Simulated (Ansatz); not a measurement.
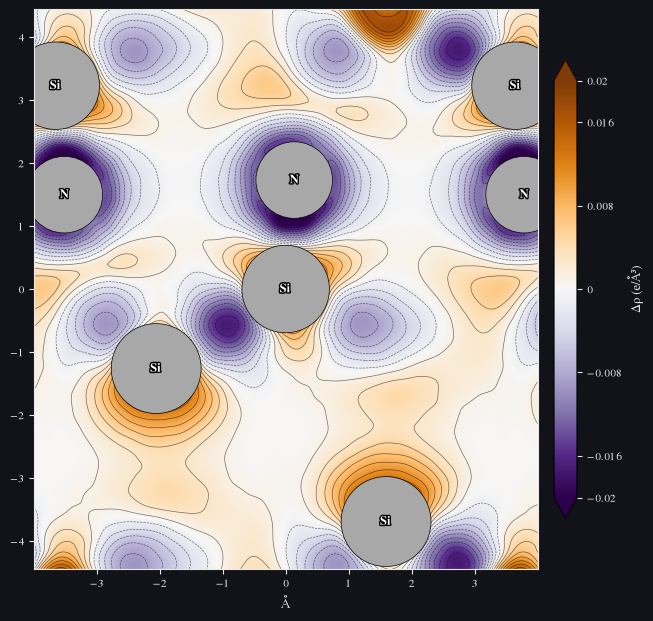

Si$_{2}$N. Difference of the valence pseudo-densities of two functionals at the same geometry, on the (010) plane of the calculation cell: PBE less r2SCAN.

Both computed with Ansatz (plane waves, PAW), on the same k-point mesh. Grey discs cover the atomic cores.

Question: Where does the change of functional move the electrons?

Answer: Against r2SCAN, PBE gives less density around N (−0.013 e/Å³ on average at 0.8 Å from the nucleus) and a change of −0.012 e/Å³ at the midpoint of Si–N and −0.017 e/Å³ at the midpoint of Si–Si.
